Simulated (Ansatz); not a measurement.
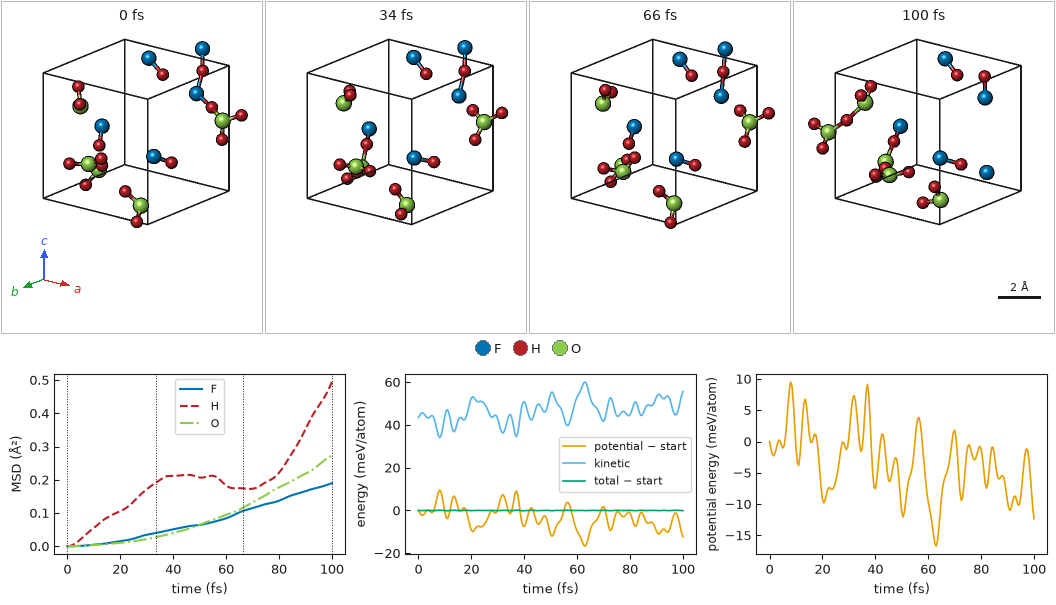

First-principles dynamics of a periodic cell with 5 HF + 5 H2O at 1.233 g/cm³, 100 fs long. It starts from the last geometry of an earlier run, with fresh velocities. Frames and the history of the run. A ball-and-stick model of the simulation cell, seen from a free direction. Atoms that leave the cell re-enter on the other side.

All numbers below come from DFT PBE-D3(BJ), scalar-relativistic, plane waves, PAW (Ansatz). Set-up: plane-wave cutoff 420 eV; k-point mesh 1 × 1 × 1; Fermi-Dirac smearing 0.002 eV; low-accuracy preset; constant energy (NVE); velocities drawn for 350 K; time step 0.5 fs.

Q: What happens in this trajectory?

A: The mean temperature in the second half is 395 K (standard deviation 37 K). The potential energy in the second half lies on average 5.6 meV per atom below the first frame. In the second half of the run the atoms are, in the root-mean-square, this far from where they began (common drift taken out): H 0.51 Å, O 0.40 Å, F 0.35 Å. The heavy atoms stay within a fraction of a molecule's size of their starting places; so short a run doesn't tell a liquid from a solid. Bond changes: one F–H bond breaks at about 50 fs; one H–O bond forms at about 80 fs.

Limits of the set-up: the program's low-accuracy preset was used; the periodic images lie only 6.3 Å apart, so the values are limited by the cell's size.

The run took 2.1 min on 1 thread of Intel(R) Xeon(R) 6975P-C (Granite Rapids) (shared host), peak memory 0.42 GiB.
